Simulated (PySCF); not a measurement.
**CH3BFNO (SMILES NC1(F)BO1): r2SCAN/6-31G(d) (spherical functions)**

Aim: the energy change on altering one bond length of CH3BFNO at r2SCAN/6-31G* (spherical functions), from 2 runs. Input form: a Python script.

The calculation is run with PySCF 2.14.0.

1 further run of the same task is left out (set aside as unsound or not needed).

### Step 1. The molecule

CH3BFNO: 8 atoms, total charge 0, spin state singlet. SMILES: `NC1(F)BO1`. The coordinates come from a PBE0-D4/def2-TZVP relaxation. This is one conformer, not always the lowest.

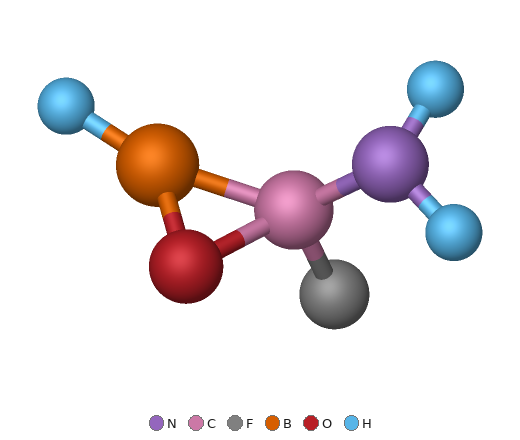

Viewed from a chosen angle; nitrogen purple, carbon pink, fluorine grey, boron orange, oxygen red, hydrogen blue.

### Step 2. A single-point energy at r2SCAN/6-31G(d) (spherical functions)

Contents of start.xyz:

```xyz
8

N     -0.431000     1.148400     0.184600
C      0.054100    -0.061200    -0.289600
F      0.122100    -0.132700    -1.658300
B      0.337600    -1.307200     0.515100
O      1.346900    -0.473000     0.255300
H     -1.439500     1.170100     0.211400
H     -0.075300     1.941600    -0.336200
H      0.177200    -2.343100     1.061900
```

Contents of input.py:

```python
# NC1(F)BO1
from pyscf import gto, dft

mol = gto.M(
    atom='start.xyz',
    verbose=3,
    charge=0,
    basis='6-31g*',
    max_memory=1860,
)

myscf = dft.RKS(mol)
myscf.xc = 'r2scan'
myscf.conv_tol = 1e-10
myscf.grids.level = 5
myscf.kernel()
if not myscf.converged:
    myscf = myscf.newton().run(myscf.mo_coeff, myscf.mo_occ)

e_tot = myscf.e_tot
print('E = %.10f Eh' % e_tot)
```

Run with:

```console
$ OMP_NUM_THREADS=1 python input.py
```

The program printed:

```text
converged SCF energy = -294.405095450748
E = -294.4050954507 Eh
```

It took 26 s on 1 thread of Intel Xeon at 2.70GHz, shared host; peak memory 0.42 GiB.

### Step 3. The distorted shape at the same level

Contents of input.xyz:

```xyz
8
CH3BFNO
N     -0.503778     1.329872     0.255742
C      0.054100    -0.061200    -0.289600
F      0.122100    -0.132700    -1.658300
B      0.337600    -1.307200     0.515100
O      1.346900    -0.473000     0.255300
H     -1.512278     1.351572     0.282542
H     -0.148078     2.123072    -0.265058
H      0.177200    -2.343100     1.061900
```

Contents of job.py:

```python
from pyscf import gto, dft

mol = gto.M(
    atom='input.xyz',
    verbose=3,
    spin=0,
    max_memory=1860,
    basis='6-31g*',
)

mf = dft.RKS(mol, xc='r2scan')
mf.conv_tol = 1e-10
mf.grids.level = 5
mf.kernel()
if not mf.converged:
    mf = mf.newton().run(mf.mo_coeff, mf.mo_occ)

e_final = mf.e_tot
print('E = %.10f Eh' % e_final)
```

Run with:

```console
$ OMP_NUM_THREADS=1 python job.py
```

The program printed:

```text
converged SCF energy = -294.385069797501
E = -294.3850697975 Eh
```

It took 20 s on 1 thread of Intel Xeon at 2.70GHz, shared host; peak memory 0.42 GiB.

### Step 4. Summary of results

Level: r2SCAN/6-31G* (spherical functions).

| quantity | value |
| --- | --- |
| first shape: total energy | -294.40510 Eh |
| first shape: dipole moment | 1.96 D |
| first shape: HOMO energy | -6.53 eV |
| first shape: LUMO energy | -0.95 eV |
| first shape: HOMO–LUMO gap | 5.58 eV |
| distorted shape: total energy | -294.38507 Eh |
| distorted shape: dipole moment | 1.63 D |
| distorted shape: HOMO energy | -6.22 eV |
| distorted shape: LUMO energy | -1.16 eV |
| distorted shape: HOMO–LUMO gap | 5.06 eV |
| energy change with the N1–C2 bond stretched from 1.387 to 1.595 Å | 0.545 eV |

In words: With the N1–C2 bond stretched from 1.387 to 1.595 Å the energy rises by 0.54 eV (12.6 kcal/mol). The first shape isn't relaxed at this level, so the change isn't measured from a minimum. Mulliken charges (distorted shape) run from -0.83 on N1 to +0.51 on C2; they depend strongly on the basis.
